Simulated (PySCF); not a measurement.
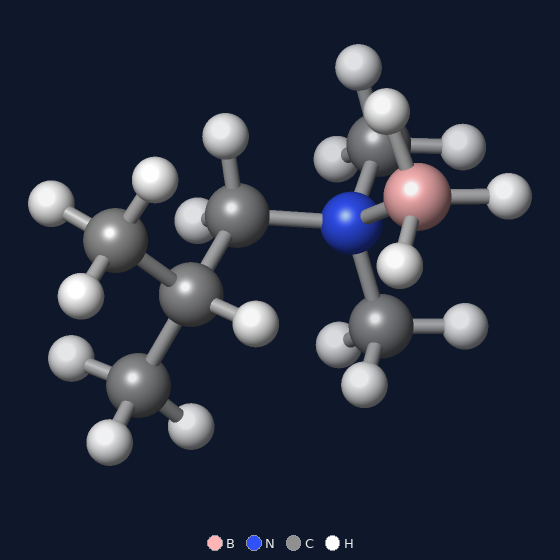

Structure of C₆H₁₈BN, SMILES [BH3-][N+](C)(C)CC(C)C.

Simulated rotational absorption lines between 18 and 26 GHz at 2 K: rigid rotor with the equilibrium constants and dipole of one optimised conformer (PBE0-D3(BJ)/def2-SVP, PySCF), commonest isotopes; no centrifugal distortion, hyperfine structure, internal rotation or nuclear-spin weights; lines within 1 MHz of each other are summed.

Question: What are the rotational constants, and what kind of rotor is it?

Answer: Rotational constants A, B, C = 2.967, 1.269, 1.134 GHz; Ray's κ = −0.85, an asymmetric top on the prolate side.

Question: Which dipole components drive the lines?

Answer:
|μa|, |μb|, |μc| = 1.00, 3.35, 3.26 D; b-type lines carry 52 % of the intensity in this range.

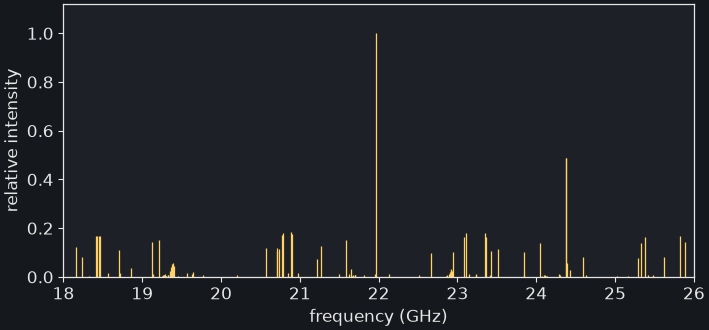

Note: coarse grid, loose stop and no frequency check, small forces are noise and the end may be a saddle.
